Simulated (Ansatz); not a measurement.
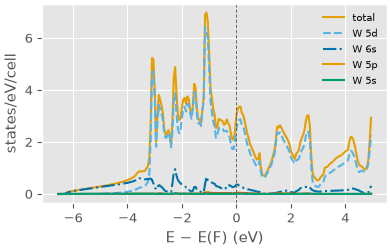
*Total and projected density of states of W (diamond, Fd-3m), the program Ansatz at the PBEsol level (PAW)*

### Question
Which orbitals carry the states next to the Fermi level?

### Answer
Within 0.5 eV of the Fermi level: W 5d 85 %, W 6s 10 %. Projections are on Löwdin-orthogonalised atomic valence shells; empty p or d shells of many metals are not among them.

### Question
Where is the tallest occupied peak in this window, and what makes it?

### Answer
Near -1.1 eV, about 7.0 states/eV per cell; the largest projected share is W 5d.

The start of the workflow was typed in or built on a structure type; neither database checked (COD, Materials Project) lists it. It is not the phase usual at ambient conditions (space group No. 229). The PBEsol relaxation kept the symmetry of its start. At this level the phase is mechanically unstable. The run is not spin-polarised. Scalar-relativistic: spin–orbit coupling is off unless named, which matters more the heavier the elements.

Potentials: the later of the program's two PAW sets.
